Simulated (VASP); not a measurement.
Band structure of La (dhcp). Method: PBE GGA, VASP's PBE PAW potentials (set 64) (plane waves; VASP).

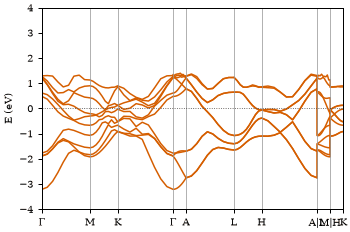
Bands along high-symmetry lines, zero at the valence-band maximum or, without a gap, the Fermi level

Read the plot: is there a gap, and where are the band edges?

It has no gap at this level: it comes out as a metal or semimetal. (Edges off the drawn lines would not show.)

The compound is La in the dhcp structure. It was relaxed first.
